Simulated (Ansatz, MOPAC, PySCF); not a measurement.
HF (SMILES F) and H2S (SMILES S) are pulled apart as rigid monomers along the line of their centres of mass, from the B3LYP-D3(BJ)/def2-TZVP minimum. Starting geometry (charge 0, multiplicity 1):
```xyz
5

F     -0.322     1.230     0.103
H     -0.039     0.652     0.787
S      0.436    -0.714     2.500
H     -0.142     0.091     3.407
H     -0.683    -1.440     2.336
```

Interaction energies with rigid monomers; basis-set methods are counterpoise corrected unless marked otherwise.

Correlated levels freeze the cores. Rows in 6-31G* carry no dispersion term and start afresh at each structure (6-31G* with six Cartesian d functions). The state that PM6 reach isn't checked.

Run with Ansatz (a first-principles code) with Gaussian orbitals; MOPAC for PM6 (differences of heats of formation); PySCF for 6-31G* rows, the dispersion terms. Values without a source in brackets are computed.

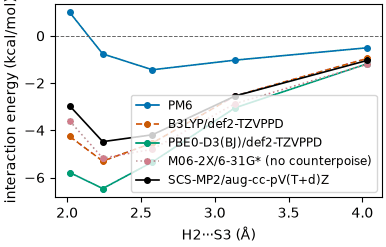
*Interaction energy against separation*

Q: Which level binds most strongly at H2···S3 = 2.24, and by how much?

A: PBE0-D3(BJ)/def2-TZVPPD, -6.5 kcal/mol.
